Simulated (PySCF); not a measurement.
# HF/ANO-RCC-VDZP (sfX2C) run of C2H4FNSi (SMILES N#CC[SiH2]F)

Aim: the vertical ionisation energy of C2H4FNSi at HF/ANO-RCC-VDZP (sfX2C), from 2 runs. 

The results are computed with PySCF 2.14.0.

### Step 1. The structure to begin with

C2H4FNSi has 9 atoms, charge 0, and is taken as a singlet. As SMILES, `N#CC[SiH2]F`. The coordinates come from a GFN2-xTB relaxation. This is one conformer, not always the lowest.

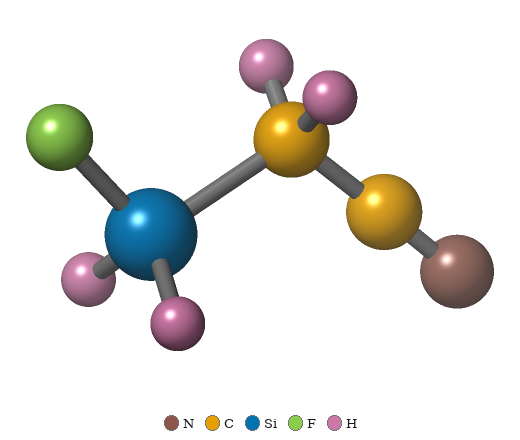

The structure, seen from a chosen angle (nitrogen brown, carbon amber, silicon blue, fluorine green, hydrogen pink).

### Step 2. A single-point energy at HF/ANO-RCC-VDZP (sfX2C)

File input.py:

```python
from pyscf import gto

mol = gto.Mole()
mol.atom = [
    ('N', (1.503500, -2.128930, 0.860970)),
    ('C', (1.195660, -1.119080, 0.420570)),
    ('C', (0.783360, 0.136220, -0.123400)),
    ('Si', (-1.117240, 0.345610, -0.072670)),
    ('F', (-1.366070, 1.801200, -0.716030)),
    ('H', (1.141490, 0.201070, -1.154080)),
    ('H', (1.263530, 0.935560, 0.446630)),
    ('H', (-1.788620, -0.596270, -0.950550)),
    ('H', (-1.615620, 0.424600, 1.288560)),
]
mol.basis = 'ano-rcc-vdzp'
mol.verbose = 4
mol.max_memory = 1860
mol.charge = 0
mol.build()

myscf = mol.RHF()
myscf = myscf.x2c()
myscf.conv_tol = 1e-10
myscf.kernel()
if not myscf.converged:
    myscf = myscf.newton().run(myscf.mo_coeff, myscf.mo_occ)

energy = myscf.e_tot
print('E(%s) = %.9f' % ('HF', energy))
```

Run with:

```
$ OMP_NUM_THREADS=1 python input.py
```

Output:

```text
PySCF version 2.14.0

[INPUT] num. atoms = 9
[INPUT] num. electrons = 46
[INPUT] charge = 0
[INPUT] spin (= nelec alpha-beta = 2S) = 0
[INPUT] symmetry False subgroup None
[INPUT] Mole.unit = angstrom
[INPUT] Symbol           X                Y                Z      unit          X                Y                Z       unit  Magmom
[INPUT]  1 N      1.503500000000  -2.128930000000   0.860970000000 AA    2.841203228284  -4.023094638370   1.626997501467 Bohr   0.0
[INPUT]  2 C      1.195660000000  -1.119080000000   0.420570000000 AA    2.259469938097  -2.114754711478   0.794762116208 Bohr   0.0
[INPUT]  3 C      0.783360000000   0.136220000000  -0.123400000000 AA    1.480335856939   0.257418492688  -0.233192203771 Bohr   0.0
[INPUT]  4 Si    -1.117240000000   0.345610000000  -0.072670000000 AA   -2.111277615409   0.653108245911  -0.137326397472 Bohr   0.0
[INPUT]  5 F     -1.366070000000   1.801200000000  -0.716030000000 AA   -2.581498166985   3.403774695567  -1.353100596972 Bohr   0.0
[INPUT]  6 H      1.141490000000   0.201070000000  -1.154080000000 AA    2.157103473930   0.379967231866  -2.180895125838 Bohr   0.0
[INPUT]  7 H      1.263530000000   0.935560000000   0.446630000000 AA    2.387725650172   1.767952173098   0.844008379014 Bohr   0.0
[INPUT]  8 H     -1.788620000000  -0.596270000000  -0.950550000000 AA   -3.380001940920  -1.126786996294  -1.796279167705 Bohr   0.0
[INPUT]  9 H     -1.615620000000   0.424600000000   1.288560000000 AA   -3.053079321370   0.802377712490   2.435025495070 Bohr   0.0

nuclear repulsion = 201.409394632001
number of shells = 23
number of NR pGTOs = 402
number of NR cGTOs = 94
basis = ano-rcc-vdzp
ecp = {}

******** <class 'pyscf.x2c.sfx2c1e.sfX2C1eRHF'> ********
method = sfX2C1eRHF
initial guess = minao
damping factor = 0
level_shift factor = 0
DIIS = <class 'pyscf.scf.diis.CDIIS'>
diis_start_cycle = 1
diis_space = 8
diis_damp = 0
SCF conv_tol = 1e-10
SCF conv_tol_grad = None
SCF max_cycles = 50
direct_scf = True
direct_scf_tol = 1e-13

******** <class 'pyscf.x2c.sfx2c1e.SpinFreeX2CHelper'> ********
approx = 1e
xuncontract = 1
Set gradient conv threshold to 1e-05
Initial guess from minao.
init E= -522.294577528601
  HOMO = -0.322190402465623  LUMO = 0.0553624648194155  gap/eV = 10.27374
cycle= 1 E= -521.648103488047  delta_E= 0.646  |g|= 0.691  |ddm|= 3.93
  HOMO = -0.449695106184351  LUMO = 0.0487808179953397  gap/eV = 13.56422
cycle= 2 E= -521.719088558743  delta_E= -0.071  |g|= 0.566  |ddm|= 1.09
  HOMO = -0.451776393667711  LUMO = 0.0715235953628275  gap/eV = 14.23972
cycle= 3 E= -521.78320651595  delta_E= -0.0641  |g|= 0.0695  |ddm|= 0.426
  HOMO = -0.443797827835499  LUMO = 0.0756713073789319  gap/eV = 14.13548
cycle= 4 E= -521.785089751488  delta_E= -0.00188  |g|= 0.0349  |ddm|= 0.121
  HOMO = -0.44698758603757  LUMO = 0.076517865584421  gap/eV = 14.24531
cycle= 5 E= -521.785378414721  delta_E= -0.000289  |g|= 0.00769  |ddm|= 0.0381
  HOMO = -0.447970978680956  LUMO = 0.0761731676188608  gap/eV = 14.26269
cycle= 6 E= -521.78540225123  delta_E= -2.38e-05  |g|= 0.00271  |ddm|= 0.0125
  HOMO = -0.447775211822258  LUMO = 0.0762172779140373  gap/eV = 14.25856
cycle= 7 E= -521.785404972813  delta_E= -2.72e-06  |g|= 0.000669  |ddm|= 0.00467
  HOMO = -0.447849838992354  LUMO = 0.0762308950767547  gap/eV = 14.26096
cycle= 8 E= -521.785405117852  delta_E= -1.45e-07  |g|= 0.000162  |ddm|= 0.000925
  HOMO = -0.447839042423361  LUMO = 0.0762409244941429  gap/eV = 14.26094
cycle= 9 E= -521.785405129872  delta_E= -1.2e-08  |g|= 4.54e-05  |ddm|= 0.000251
  HOMO = -0.44783713400388  LUMO = 0.076239733387645  gap/eV = 14.26086
cycle= 10 E= -521.785405131958  delta_E= -2.09e-09  |g|= 2.28e-05  |ddm|= 0.000108
  HOMO = -0.447840350835641  LUMO = 0.0762399560987728  gap/eV = 14.26095
cycle= 11 E= -521.785405132714  delta_E= -7.56e-10  |g|= 1.03e-05  |ddm|= 7.86e-05
  HOMO = -0.447840509592223  LUMO = 0.0762398883850546  gap/eV = 14.26095
cycle= 12 E= -521.785405132885  delta_E= -1.71e-10  |g|= 4.3e-06  |ddm|= 4.66e-05
  HOMO = -0.447841246092774  LUMO = 0.0762398401566884  gap/eV = 14.26097
cycle= 13 E= -521.785405132901  delta_E= -1.61e-11  |g|= 1.19e-06  |ddm|= 1.45e-05
  HOMO = -0.447841276336653  LUMO = 0.0762398910985542  gap/eV = 14.26097
Extra cycle  E= -521.785405132902  delta_E= -1.02e-12  |g|= 8.26e-07  |ddm|= 1.97e-06
converged SCF energy = -521.785405132902
E(HF) = -521.785405133
```

Wall time 23 s (1 thread of Intel Xeon Platinum 8488C (Sapphire Rapids), shared host); peak memory 0.27 GiB.

### Step 3. The doublet cation

File job.py:

```python
from pyscf import gto, scf

molecule = gto.M(
    atom='''
N    1.503500  -2.128930   0.860970
C    1.195660  -1.119080   0.420570
C    0.783360   0.136220  -0.123400
Si  -1.117240   0.345610  -0.072670
F   -1.366070   1.801200  -0.716030
H    1.141490   0.201070  -1.154080
H    1.263530   0.935560   0.446630
H   -1.788620  -0.596270  -0.950550
H   -1.615620   0.424600   1.288560
''',
    spin=1,
    verbose=4,
    basis='ano-rcc-vdzp',
    max_memory=1860,
    charge=1,
)

mf = scf.UHF(molecule)
mf = mf.x2c()
mf.conv_tol = 1e-10
mf.kernel()
if not mf.converged:
    mf = mf.newton().run(mf.mo_coeff, mf.mo_occ)

energy = mf.e_tot
print('E = %.10f Eh' % energy)
```

Run with:

```
$ OMP_NUM_THREADS=1 python job.py
```

Output:

```text
PySCF version 2.14.0

[INPUT] num. atoms = 9
[INPUT] num. electrons = 45
[INPUT] charge = 1
[INPUT] spin (= nelec alpha-beta = 2S) = 1
[INPUT] symmetry False subgroup None
[INPUT] Mole.unit = angstrom
[INPUT] Symbol           X                Y                Z      unit          X                Y                Z       unit  Magmom
[INPUT]  1 N      1.503500000000  -2.128930000000   0.860970000000 AA    2.841203228284  -4.023094638370   1.626997501467 Bohr   0.0
[INPUT]  2 C      1.195660000000  -1.119080000000   0.420570000000 AA    2.259469938097  -2.114754711478   0.794762116208 Bohr   0.0
[INPUT]  3 C      0.783360000000   0.136220000000  -0.123400000000 AA    1.480335856939   0.257418492688  -0.233192203771 Bohr   0.0
[INPUT]  4 Si    -1.117240000000   0.345610000000  -0.072670000000 AA   -2.111277615409   0.653108245911  -0.137326397472 Bohr   0.0
[INPUT]  5 F     -1.366070000000   1.801200000000  -0.716030000000 AA   -2.581498166985   3.403774695567  -1.353100596972 Bohr   0.0
[INPUT]  6 H      1.141490000000   0.201070000000  -1.154080000000 AA    2.157103473930   0.379967231866  -2.180895125838 Bohr   0.0
[INPUT]  7 H      1.263530000000   0.935560000000   0.446630000000 AA    2.387725650172   1.767952173098   0.844008379014 Bohr   0.0
[INPUT]  8 H     -1.788620000000  -0.596270000000  -0.950550000000 AA   -3.380001940920  -1.126786996294  -1.796279167705 Bohr   0.0
[INPUT]  9 H     -1.615620000000   0.424600000000   1.288560000000 AA   -3.053079321370   0.802377712490   2.435025495070 Bohr   0.0

nuclear repulsion = 201.409394632001
number of shells = 23
number of NR pGTOs = 402
number of NR cGTOs = 94
basis = ano-rcc-vdzp
ecp = {}

[... 125 lines left out ...]
converged SCF energy = -521.391638029264  <S^2> = 0.77530796  2S+1 = 2.0251498
E = -521.3916380293 Eh
```

Wall time 23 s (1 thread of Intel Xeon Platinum 8488C (Sapphire Rapids), shared host); peak memory 0.26 GiB.

### Step 4. Outcome

At HF/ANO-RCC-VDZP (sfX2C):

| quantity | value |
| --- | --- |
| singlet C2H4FNSi: total energy | -521.78541 Eh |
| singlet C2H4FNSi: dipole moment | 2.18 D |
| singlet C2H4FNSi: HOMO energy | -12.19 eV |
| singlet C2H4FNSi: LUMO energy | 2.07 eV |
| singlet C2H4FNSi: HOMO–LUMO gap | 14.26 eV |
| doublet cation: total energy | -521.39164 Eh |
| doublet cation: HOMO energy (highest over α and β) | -18.76 eV |
| doublet cation: LUMO energy (lowest over α and β) | -9.38 eV |
| doublet cation: ⟨S²⟩ | 0.775 |
| vertical ionisation energy (to the doublet cation) | 10.715 eV |

Removing an electron at fixed nuclei costs 10.71 eV (247 kcal/mol). The negative HOMO energy of the first species, 12.19 eV, lies 1.47 eV above that difference. Mulliken charges (doublet cation) run from -0.45 on F5 to +1.00 on Si4.
